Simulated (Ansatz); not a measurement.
TaNH3ClF4: molecular dynamics (part 1 of 3)

System: TaNH3ClF4.
Method: RKS PBE/def2-SVP (Ansatz 0.2.0).

It belongs to a series of runs on one base structure; here: dynamics from the highest image of the converged band. Figures and captions count atoms from 1; the log counts them from 0 in places.

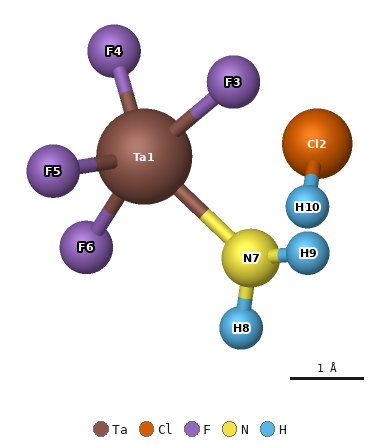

Figure 1. The structure as given in the input (ball-and-stick view, seen at a tilt; atoms are numbered from 1 in the order of the input). Sticks mark near contacts. Bond lengths as drawn: Cl–H 1.35 Å, F–Ta 1.87 to 1.90 Å, H–N 1.03 Å and N–Ta 2.03 Å.

## Input
```yaml
crystal:
  periodic: [false, false, false]
  atoms:
    - { symbol: Ta, position_ang: [-0.142911, -0.152232, 0.209166] }
    - { symbol: Cl, position_ang: [3.049951, -1.081256, -0.392585] }
    - { symbol: F, position_ang: [0.640602, 0.90908, 1.571406] }
    - { symbol: F, position_ang: [0.534699, 0.953968, -1.158982] }
    - { symbol: F, position_ang: [-1.912003, 0.268783, 0.632998] }
    - { symbol: F, position_ang: [-0.561329, -1.544408, -1.008585] }
    - { symbol: "N", position_ang: [0.572662, -1.685413, 1.333643] }
    - { symbol: H, position_ang: [0.34467, -2.666363, 1.135206] }
    - { symbol: H, position_ang: [0.887792, -1.557113, 2.302076] }
    - { symbol: H, position_ang: [2.157869, -1.574148, 0.490558] }
basis:
  gaussian: { orbitals: def2-SVP }
hamiltonian:
  xc: pbe
md:
  timestep: 0.5
  n_steps: 200
  ensemble: nve
  temperature: 300.0
  initial_velocities: maxwell_boltzmann
  seed: 4522
```

Run on 4 threads of Arm Neoverse V1, 24 GiB of memory available, shared host.

Command:
```bash
ansatz run input.yaml --threads 4 --pin off --max-ram 5120MiB --backend cpu --events-out ev --progress --plain --runs-dir out
```

## Output
```
Engine: ansatz 0.2.0, aarch64-unknown-linux-gnu
Functional definition: PBE
  parameter kappa = 0.804
  parameter beta = 0.06672455060314922
  exchange = pbe_x(kappa = kappa, mu = beta*pi^2/3)
  correlation = pbe_c(beta = beta)
1437 factors; their error is unknown
mean field evaluation 1: about -26445.5047 eV, gradient 8.9e1 eV
mean field evaluation 2: about -26297.4162 eV, gradient 2.6e2 eV
mean field evaluation 4: about -26459.5399 eV, gradient 1.6e1 eV
mean field evaluation 8: about -26460.0268 eV, gradient 3.1e-1 eV
mean field evaluation 16: about -26459.9455 eV, gradient 8.0e-4 eV
mean field -26459.94545030 eV, -972.3850601035 hartree, gradient 1.3e-5 eV, S^2 0.000000; 0 other end points of the search recorded, 0 dependent functions left out
the calculation of the forces begins
reference -26459.94551680 eV, -972.3850625470 hartree; 38, 38 occupied and 97, 97 virtual orbitals, 1437 factors
md step     0: t =     0.00 fs  T =   300.0 K  F+E_penalty+E_count = -26459.94545030 eV  E_kin = 0.310224 eV  conserved = -26459.63522631 eV  (32 SCF iters)
these checks for a lower state are left out or cut short: starts, cluster_reference, orbital_swaps, neighbouring_geometries, increment
1437 factors; their error is unknown
mean field -26459.94219165 eV, -972.3849403502 hartree, gradient 1.1e-5 eV, S^2 0.000000; 0 other end points of the search recorded, 0 dependent functions left out
the calculation of the forces begins
reference -26459.94225817 eV, -972.3849427948 hartree; 38, 38 occupied and 97, 97 virtual orbitals, 1437 factors
md step     1: t =     0.50 fs  T =   296.9 K  F+E_penalty+E_count = -26459.94219165 eV  E_kin = 0.307012 eV  conserved = -26459.63517945 eV  (33 SCF iters)
[... from here on the SCF iterations and repeated set-up lines of each step are left out, up to the last step ...]
md step     2: t =     1.00 fs  T =   288.4 K  F+E_penalty+E_count = -26459.93327763 eV  E_kin = 0.298254 eV  conserved = -26459.63502405 eV  (33 SCF iters)
md step     3: t =     1.50 fs  T =   276.9 K  F+E_penalty+E_count = -26459.92116211 eV  E_kin = 0.286340 eV  conserved = -26459.63482241 eV  (33 SCF iters)
md step     4: t =     2.00 fs  T =   265.3 K  F+E_penalty+E_count = -26459.90897733 eV  E_kin = 0.274307 eV  conserved = -26459.63467056 eV  (33 SCF iters)
md step     5: t =     2.50 fs  T =   255.7 K  F+E_penalty+E_count = -26459.89907269 eV  E_kin = 0.264431 eV  conserved = -26459.63464150 eV  (33 SCF iters)
md step     6: t =     3.00 fs  T =   248.7 K  F+E_penalty+E_count = -26459.89191638 eV  E_kin = 0.257181 eV  conserved = -26459.63473571 eV  (33 SCF iters)
md step     7: t =     3.50 fs  T =   242.9 K  F+E_penalty+E_count = -26459.88607965 eV  E_kin = 0.251196 eV  conserved = -26459.63488332 eV  (33 SCF iters)
md step     8: t =     4.00 fs  T =   236.2 K  F+E_penalty+E_count = -26459.87927936 eV  E_kin = 0.244285 eV  conserved = -26459.63499441 eV  (33 SCF iters)
md step     9: t =     4.50 fs  T =   227.0 K  F+E_penalty+E_count = -26459.86974625 eV  E_kin = 0.234733 eV  conserved = -26459.63501280 eV  (33 SCF iters)
md step    10: t =     5.00 fs  T =   214.9 K  F+E_penalty+E_count = -26459.85711246 eV  E_kin = 0.222176 eV  conserved = -26459.63493622 eV  (33 SCF iters)
md step    11: t =     5.50 fs  T =   200.8 K  F+E_penalty+E_count = -26459.84249010 eV  E_kin = 0.207688 eV  conserved = -26459.63480202 eV  (33 SCF iters)
md step    12: t =     6.00 fs  T =   186.9 K  F+E_penalty+E_count = -26459.82792381 eV  E_kin = 0.193263 eV  conserved = -26459.63466081 eV  (33 SCF iters)
md step    13: t =     6.50 fs  T =   175.1 K  F+E_penalty+E_count = -26459.81560506 eV  E_kin = 0.181048 eV  conserved = -26459.63455674 eV  (33 SCF iters)
md step    14: t =     7.00 fs  T =   167.0 K  F+E_penalty+E_count = -26459.80716590 eV  E_kin = 0.172648 eV  conserved = -26459.63451796 eV  (33 SCF iters)
md step    15: t =     7.50 fs  T =   163.1 K  F+E_penalty+E_count = -26459.80321731 eV  E_kin = 0.168663 eV  conserved = -26459.63455439 eV  (33 SCF iters)
md step    16: t =     8.00 fs  T =   163.0 K  F+E_penalty+E_count = -26459.80318393 eV  E_kin = 0.168527 eV  conserved = -26459.63465727 eV  (33 SCF iters)
md step    17: t =     8.50 fs  T =   165.0 K  F+E_penalty+E_count = -26459.80544347 eV  E_kin = 0.170643 eV  conserved = -26459.63480027 eV  (32 SCF iters)
md step    18: t =     9.00 fs  T =   167.1 K  F+E_penalty+E_count = -26459.80776070 eV  E_kin = 0.172820 eV  conserved = -26459.63494060 eV  (33 SCF iters)
md step    19: t =     9.50 fs  T =   167.2 K  F+E_penalty+E_count = -26459.80797459 eV  E_kin = 0.172947 eV  conserved = -26459.63502724 eV  (34 SCF iters)
md step    20: t =    10.00 fs  T =   164.2 K  F+E_penalty+E_count = -26459.80479507 eV  E_kin = 0.169776 eV  conserved = -26459.63501886 eV  (33 SCF iters)
md step    21: t =    10.50 fs  T =   158.1 K  F+E_penalty+E_count = -26459.79841861 eV  E_kin = 0.163509 eV  conserved = -26459.63490947 eV  (33 SCF iters)
md step    22: t =    11.00 fs  T =   150.7 K  F+E_penalty+E_count = -26459.79058106 eV  E_kin = 0.155836 eV  conserved = -26459.63474551 eV  (33 SCF iters)
md step    23: t =    11.50 fs  T =   144.3 K  F+E_penalty+E_count = -26459.78381779 eV  E_kin = 0.149205 eV  conserved = -26459.63461262 eV  (32 SCF iters)
md step    24: t =    12.00 fs  T =   140.8 K  F+E_penalty+E_count = -26459.78016109 eV  E_kin = 0.145575 eV  conserved = -26459.63458647 eV  (33 SCF iters)
md step    25: t =    12.50 fs  T =   140.5 K  F+E_penalty+E_count = -26459.78000704 eV  E_kin = 0.145326 eV  conserved = -26459.63468082 eV  (33 SCF iters)
md step    26: t =    13.00 fs  T =   142.2 K  F+E_penalty+E_count = -26459.78191173 eV  E_kin = 0.147075 eV  conserved = -26459.63483699 eV  (33 SCF iters)
md step    27: t =    13.50 fs  T =   143.6 K  F+E_penalty+E_count = -26459.78346665 eV  E_kin = 0.148501 eV  conserved = -26459.63496558 eV  (34 SCF iters)
md step    28: t =    14.00 fs  T =   142.8 K  F+E_penalty+E_count = -26459.78265074 eV  E_kin = 0.147648 eV  conserved = -26459.63500253 eV  (34 SCF iters)
md step    29: t =    14.50 fs  T =   139.2 K  F+E_penalty+E_count = -26459.77883006 eV  E_kin = 0.143894 eV  conserved = -26459.63493637 eV  (34 SCF iters)
md step    30: t =    15.00 fs  T =   133.6 K  F+E_penalty+E_count = -26459.77296612 eV  E_kin = 0.138165 eV  conserved = -26459.63480110 eV  (34 SCF iters)
md step    31: t =    15.50 fs  T =   128.1 K  F+E_penalty+E_count = -26459.76712279 eV  E_kin = 0.132473 eV  conserved = -26459.63464990 eV  (34 SCF iters)
md step    32: t =    16.00 fs  T =   124.9 K  F+E_penalty+E_count = -26459.76364844 eV  E_kin = 0.129116 eV  conserved = -26459.63453204 eV  (33 SCF iters)
md step    33: t =    16.50 fs  T =   125.6 K  F+E_penalty+E_count = -26459.76439005 eV  E_kin = 0.129909 eV  conserved = -26459.63448122 eV  (33 SCF iters)
md step    34: t =    17.00 fs  T =   131.2 K  F+E_penalty+E_count = -26459.77014771 eV  E_kin = 0.135637 eV  conserved = -26459.63451102 eV  (33 SCF iters)
md step    35: t =    17.50 fs  T =   141.0 K  F+E_penalty+E_count = -26459.78045345 eV  E_kin = 0.145840 eV  conserved = -26459.63461380 eV  (33 SCF iters)
md step    36: t =    18.00 fs  T =   153.7 K  F+E_penalty+E_count = -26459.79369582 eV  E_kin = 0.158934 eV  conserved = -26459.63476148 eV  (33 SCF iters)
md step    37: t =    18.50 fs  T =   167.0 K  F+E_penalty+E_count = -26459.80757936 eV  E_kin = 0.172671 eV  conserved = -26459.63490804 eV  (33 SCF iters)
md step    38: t =    19.00 fs  T =   178.8 K  F+E_penalty+E_count = -26459.81986102 eV  E_kin = 0.184862 eV  conserved = -26459.63499936 eV  (33 SCF iters)
md step    39: t =    19.50 fs  T =   187.8 K  F+E_penalty+E_count = -26459.82919014 eV  E_kin = 0.194196 eV  conserved = -26459.63499375 eV  (33 SCF iters)
md step    40: t =    20.00 fs  T =   194.2 K  F+E_penalty+E_count = -26459.83572417 eV  E_kin = 0.200834 eV  conserved = -26459.63488993 eV  (33 SCF iters)
md step    41: t =    20.50 fs  T =   199.6 K  F+E_penalty+E_count = -26459.84111400 eV  E_kin = 0.206373 eV  conserved = -26459.63474100 eV  (33 SCF iters)
md step    42: t =    21.00 fs  T =   206.0 K  F+E_penalty+E_count = -26459.84766106 eV  E_kin = 0.213024 eV  conserved = -26459.63463681 eV  (33 SCF iters)
md step    43: t =    21.50 fs  T =   215.0 K  F+E_penalty+E_count = -26459.85695166 eV  E_kin = 0.222301 eV  conserved = -26459.63465036 eV  (33 SCF iters)
md step    44: t =    22.00 fs  T =   226.3 K  F+E_penalty+E_count = -26459.86877055 eV  E_kin = 0.233985 eV  conserved = -26459.63478578 eV  (32 SCF iters)
md step    45: t =    22.50 fs  T =   238.0 K  F+E_penalty+E_count = -26459.88104246 eV  E_kin = 0.246068 eV  conserved = -26459.63497476 eV  (33 SCF iters)
md step    46: t =    23.00 fs  T =   247.3 K  F+E_penalty+E_count = -26459.89085128 eV  E_kin = 0.255727 eV  conserved = -26459.63512467 eV  (33 SCF iters)
md step    47: t =    23.50 fs  T =   252.1 K  F+E_penalty+E_count = -26459.89584382 eV  E_kin = 0.260669 eV  conserved = -26459.63517469 eV  (33 SCF iters)
md step    48: t =    24.00 fs  T =   251.5 K  F+E_penalty+E_count = -26459.89518783 eV  E_kin = 0.260070 eV  conserved = -26459.63511810 eV  (33 SCF iters)
md step    49: t =    24.50 fs  T =   246.3 K  F+E_penalty+E_count = -26459.88971235 eV  E_kin = 0.254722 eV  conserved = -26459.63499047 eV  (33 SCF iters)
md step    50: t =    25.00 fs  T =   238.4 K  F+E_penalty+E_count = -26459.88138483 eV  E_kin = 0.246542 eV  conserved = -26459.63484333 eV  (33 SCF iters)
md step    51: t =    25.50 fs  T =   230.0 K  F+E_penalty+E_count = -26459.87251373 eV  E_kin = 0.237791 eV  conserved = -26459.63472270 eV  (33 SCF iters)
md step    52: t =    26.00 fs  T =   222.8 K  F+E_penalty+E_count = -26459.86501033 eV  E_kin = 0.230351 eV  conserved = -26459.63465961 eV  (33 SCF iters)
md step    53: t =    26.50 fs  T =   217.8 K  F+E_penalty+E_count = -26459.85988330 eV  E_kin = 0.225217 eV  conserved = -26459.63466677 eV  (33 SCF iters)
md step    54: t =    27.00 fs  T =   215.0 K  F+E_penalty+E_count = -26459.85702761 eV  E_kin = 0.222289 eV  conserved = -26459.63473878 eV  (34 SCF iters)
md step    55: t =    27.50 fs  T =   213.2 K  F+E_penalty+E_count = -26459.85531922 eV  E_kin = 0.220468 eV  conserved = -26459.63485145 eV  (33 SCF iters)
md step    56: t =    28.00 fs  T =   210.9 K  F+E_penalty+E_count = -26459.85301582 eV  E_kin = 0.218053 eV  conserved = -26459.63496301 eV  (33 SCF iters)
md step    57: t =    28.50 fs  T =   206.4 K  F+E_penalty+E_count = -26459.84842735 eV  E_kin = 0.213405 eV  conserved = -26459.63502261 eV  (33 SCF iters)
md step    58: t =    29.00 fs  T =   198.9 K  F+E_penalty+E_count = -26459.84071091 eV  E_kin = 0.205722 eV  conserved = -26459.63498857 eV  (33 SCF iters)
md step    59: t =    29.50 fs  T =   189.2 K  F+E_penalty+E_count = -26459.83048906 eV  E_kin = 0.195633 eV  conserved = -26459.63485600 eV  (33 SCF iters)
md step    60: t =    30.00 fs  T =   179.1 K  F+E_penalty+E_count = -26459.81988259 eV  E_kin = 0.185208 eV  conserved = -26459.63467507 eV  (33 SCF iters)
md step    61: t =    30.50 fs  T =   171.3 K  F+E_penalty+E_count = -26459.81170522 eV  E_kin = 0.177167 eV  conserved = -26459.63453792 eV  (34 SCF iters)
md step    62: t =    31.00 fs  T =   167.8 K  F+E_penalty+E_count = -26459.80805506 eV  E_kin = 0.173529 eV  conserved = -26459.63452655 eV  (33 SCF iters)
md step    63: t =    31.50 fs  T =   168.7 K  F+E_penalty+E_count = -26459.80908692 eV  E_kin = 0.174431 eV  conserved = -26459.63465580 eV  (33 SCF iters)
md step    64: t =    32.00 fs  T =   172.1 K  F+E_penalty+E_count = -26459.81279908 eV  E_kin = 0.177938 eV  conserved = -26459.63486065 eV  (33 SCF iters)
md step    65: t =    32.50 fs  T =   175.0 K  F+E_penalty+E_count = -26459.81601338 eV  E_kin = 0.180973 eV  conserved = -26459.63504057 eV  (33 SCF iters)
md step    66: t =    33.00 fs  T =   174.8 K  F+E_penalty+E_count = -26459.81590101 eV  E_kin = 0.180780 eV  conserved = -26459.63512088 eV  (33 SCF iters)
md step    67: t =    33.50 fs  T =   170.3 K  F+E_penalty+E_count = -26459.81114669 eV  E_kin = 0.176062 eV  conserved = -26459.63508428 eV  (33 SCF iters)
md step    68: t =    34.00 fs  T =   161.8 K  F+E_penalty+E_count = -26459.80225646 eV  E_kin = 0.167294 eV  conserved = -26459.63496212 eV  (33 SCF iters)
md step    69: t =    34.50 fs  T =   151.1 K  F+E_penalty+E_count = -26459.79110096 eV  E_kin = 0.156293 eV  conserved = -26459.63480807 eV  (32 SCF iters)
md step    70: t =    35.00 fs  T =   140.6 K  F+E_penalty+E_count = -26459.78008666 eV  E_kin = 0.145413 eV  conserved = -26459.63467388 eV  (32 SCF iters)
md step    71: t =    35.50 fs  T =   132.2 K  F+E_penalty+E_count = -26459.77133086 eV  E_kin = 0.136734 eV  conserved = -26459.63459653 eV  (33 SCF iters)
md step    72: t =    36.00 fs  T =   127.1 K  F+E_penalty+E_count = -26459.76605768 eV  E_kin = 0.131464 eV  conserved = -26459.63459402 eV  (33 SCF iters)
md step    73: t =    36.50 fs  T =   125.4 K  F+E_penalty+E_count = -26459.76430115 eV  E_kin = 0.129637 eV  conserved = -26459.63466417 eV  (32 SCF iters)
md step    74: t =    37.00 fs  T =   125.9 K  F+E_penalty+E_count = -26459.76494361 eV  E_kin = 0.130160 eV  conserved = -26459.63478387 eV  (33 SCF iters)
md step    75: t =    37.50 fs  T =   126.9 K  F+E_penalty+E_count = -26459.76609808 eV  E_kin = 0.131188 eV  conserved = -26459.63490989 eV  (32 SCF iters)
md step    76: t =    38.00 fs  T =   126.5 K  F+E_penalty+E_count = -26459.76580298 eV  E_kin = 0.130816 eV  conserved = -26459.63498733 eV  (33 SCF iters)
md step    77: t =    38.50 fs  T =   123.7 K  F+E_penalty+E_count = -26459.76288228 eV  E_kin = 0.127913 eV  conserved = -26459.63496947 eV  (33 SCF iters)
md step    78: t =    39.00 fs  T =   118.8 K  F+E_penalty+E_count = -26459.75765159 eV  E_kin = 0.122806 eV  conserved = -26459.63484606 eV  (33 SCF iters)
md step    79: t =    39.50 fs  T =   113.5 K  F+E_penalty+E_count = -26459.75203842 eV  E_kin = 0.117374 eV  conserved = -26459.63466407 eV  (33 SCF iters)
md step    80: t =    40.00 fs  T =   110.6 K  F+E_penalty+E_count = -26459.74883710 eV  E_kin = 0.114322 eV  conserved = -26459.63451461 eV  (32 SCF iters)
md step    81: t =    40.50 fs  T =   112.0 K  F+E_penalty+E_count = -26459.75032568 eV  E_kin = 0.115845 eV  conserved = -26459.63448018 eV  (33 SCF iters)
md step    82: t =    41.00 fs  T =   118.4 K  F+E_penalty+E_count = -26459.75703162 eV  E_kin = 0.122453 eV  conserved = -26459.63457814 eV  (33 SCF iters)
md step    83: t =    41.50 fs  T =   128.3 K  F+E_penalty+E_count = -26459.76746966 eV  E_kin = 0.132720 eV  conserved = -26459.63475015 eV  (32 SCF iters)
md step    84: t =    42.00 fs  T =   139.3 K  F+E_penalty+E_count = -26459.77900566 eV  E_kin = 0.144099 eV  conserved = -26459.63490684 eV  (33 SCF iters)
md step    85: t =    42.50 fs  T =   149.1 K  F+E_penalty+E_count = -26459.78920146 eV  E_kin = 0.154216 eV  conserved = -26459.63498528 eV  (33 SCF iters)
md step    86: t =    43.00 fs  T =   156.5 K  F+E_penalty+E_count = -26459.79679458 eV  E_kin = 0.161820 eV  conserved = -26459.63497415 eV  (32 SCF iters)
md step    87: t =    43.50 fs  T =   161.5 K  F+E_penalty+E_count = -26459.80191164 eV  E_kin = 0.167010 eV  conserved = -26459.63490180 eV  (33 SCF iters)
md step    88: t =    44.00 fs  T =   165.2 K  F+E_penalty+E_count = -26459.80566156 eV  E_kin = 0.170851 eV  conserved = -26459.63481014 eV  (33 SCF iters)
md step    89: t =    44.50 fs  T =   169.0 K  F+E_penalty+E_count = -26459.80948506 eV  E_kin = 0.174749 eV  conserved = -26459.63473649 eV  (33 SCF iters)
md step    90: t =    45.00 fs  T =   173.9 K  F+E_penalty+E_count = -26459.81455591 eV  E_kin = 0.179850 eV  conserved = -26459.63470574 eV  (33 SCF iters)
md step    91: t =    45.50 fs  T =   180.5 K  F+E_penalty+E_count = -26459.82136867 eV  E_kin = 0.186639 eV  conserved = -26459.63472951 eV  (33 SCF iters)
md step    92: t =    46.00 fs  T =   188.3 K  F+E_penalty+E_count = -26459.82954515 eV  E_kin = 0.194739 eV  conserved = -26459.63480573 eV  (33 SCF iters)
md step    93: t =    46.50 fs  T =   196.3 K  F+E_penalty+E_count = -26459.83787336 eV  E_kin = 0.202957 eV  conserved = -26459.63491651 eV  (33 SCF iters)
md step    94: t =    47.00 fs  T =   202.7 K  F+E_penalty+E_count = -26459.84460284 eV  E_kin = 0.209574 eV  conserved = -26459.63502853 eV  (33 SCF iters)
md step    95: t =    47.50 fs  T =   205.9 K  F+E_penalty+E_count = -26459.84798702 eV  E_kin = 0.212889 eV  conserved = -26459.63509771 eV  (33 SCF iters)
md step    96: t =    48.00 fs  T =   204.9 K  F+E_penalty+E_count = -26459.84697140 eV  E_kin = 0.211886 eV  conserved = -26459.63508574 eV  (33 SCF iters)
md step    97: t =    48.50 fs  T =   200.0 K  F+E_penalty+E_count = -26459.84177162 eV  E_kin = 0.206789 eV  conserved = -26459.63498299 eV  (33 SCF iters)
md step    98: t =    49.00 fs  T =   192.6 K  F+E_penalty+E_count = -26459.83399529 eV  E_kin = 0.199170 eV  conserved = -26459.63482492 eV  (33 SCF iters)
md step    99: t =    49.50 fs  T =   185.1 K  F+E_penalty+E_count = -26459.82607945 eV  E_kin = 0.191397 eV  conserved = -26459.63468263 eV  (33 SCF iters)
md step   100: t =    50.00 fs  T =   179.5 K  F+E_penalty+E_count = -26459.82020475 eV  E_kin = 0.185581 eV  conserved = -26459.63462370 eV  (33 SCF iters)
md step   101: t =    50.50 fs  T =   176.6 K  F+E_penalty+E_count = -26459.81727543 eV  E_kin = 0.182607 eV  conserved = -26459.63466865 eV  (33 SCF iters)
md step   102: t =    51.00 fs  T =   175.8 K  F+E_penalty+E_count = -26459.81660491 eV  E_kin = 0.181825 eV  conserved = -26459.63477960 eV  (32 SCF iters)
md step   103: t =    51.50 fs  T =   175.6 K  F+E_penalty+E_count = -26459.81647406 eV  E_kin = 0.181584 eV  conserved = -26459.63489048 eV  (33 SCF iters)
md step   104: t =    52.00 fs  T =   174.2 K  F+E_penalty+E_count = -26459.81512919 eV  E_kin = 0.180180 eV  conserved = -26459.63494933 eV  (33 SCF iters)
md step   105: t =    52.50 fs  T =   170.8 K  F+E_penalty+E_count = -26459.81159431 eV  E_kin = 0.176654 eV  conserved = -26459.63493983 eV  (33 SCF iters)
md step   106: t =    53.00 fs  T =   165.4 K  F+E_penalty+E_count = -26459.80595457 eV  E_kin = 0.171078 eV  conserved = -26459.63487663 eV  (33 SCF iters)
md step   107: t =    53.50 fs  T =   159.0 K  F+E_penalty+E_count = -26459.79915643 eV  E_kin = 0.164368 eV  conserved = -26459.63478888 eV  (33 SCF iters)
```
